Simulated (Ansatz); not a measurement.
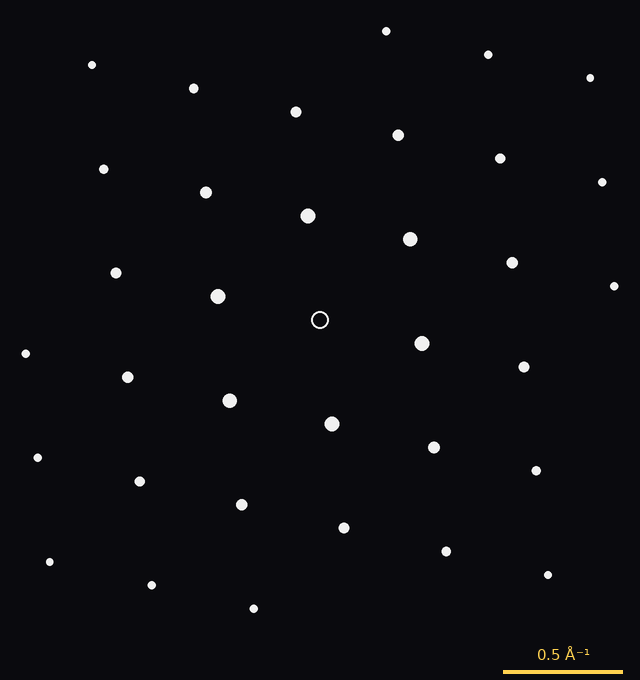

Simulated selected-area electron diffraction pattern (300 kV, kinematic approximation, thin crystal, B = 0.3 Å² for all atoms).

Read the repeat vectors of the pattern off the scale bar.

The spots form a centred rectangular net with both shortest vectors at d = 2.26 Å, 70.5° apart.

What is the point symmetry of the pattern, intensities included?

2mm.

Which crystal and zone produced it?

This cannot be fixed from one zone alone; the pattern is [110] of Pt, space group Fm-3m (No. 225), a = 3.92 Å. The net vectors are -1 1 -1 and -1 1 1. Structure: the input geometry of an electronic-structure calculation (not necessarily at equilibrium).
